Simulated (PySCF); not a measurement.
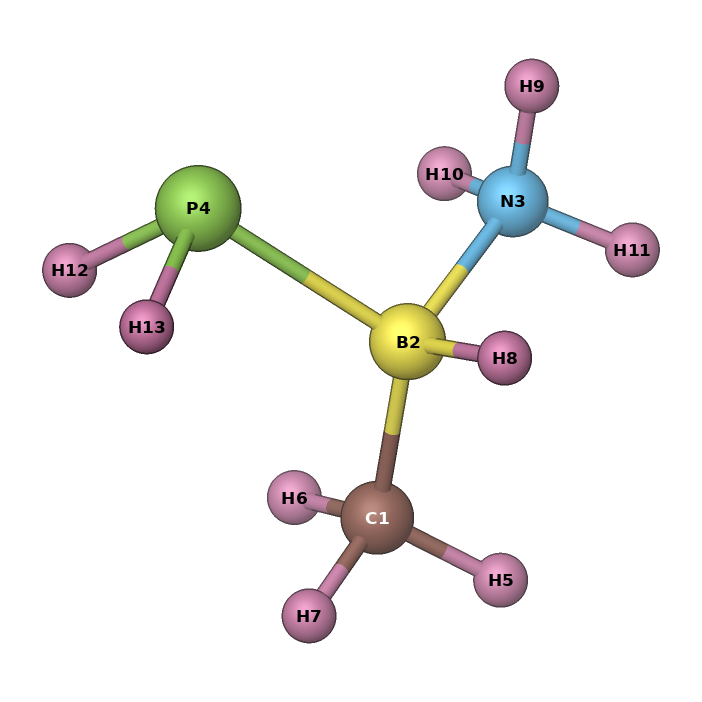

The computed structure is the end point of a PBE0-D3(BJ)/def2-SVP optimisation. No frequency run is at hand to confirm it as a minimum. Electric field gradients from the ground-state density, PBE0/6-31G (PySCF 2.14.0), non-relativistic apart from any core potentials.

Give the largest field-gradient component, the quadrupole coupling constant and the asymmetry for 11B at B2 (Q = 40.59 mb), 14N at N3 (Q = 20.44 mb), 2H at H5 (Q = 2.86 mb), 2H at H6 (Q = 2.86 mb).

```json
{"atom": "B2", "V_zz (a.u.)": "0.218", "e²qQ/h (MHz)": "2.08", "η": "0.55"}
{"atom": "N3", "V_zz (a.u.)": "−0.436", "e²qQ/h (MHz)": "−2.09", "η": "0.07"}
{"atom": "H5", "V_zz (a.u.)": "0.304", "e²qQ/h (MHz)": "0.204", "η": "0.02"}
{"atom": "H6", "V_zz (a.u.)": "0.305", "e²qQ/h (MHz)": "0.205", "η": "0.02"}
```
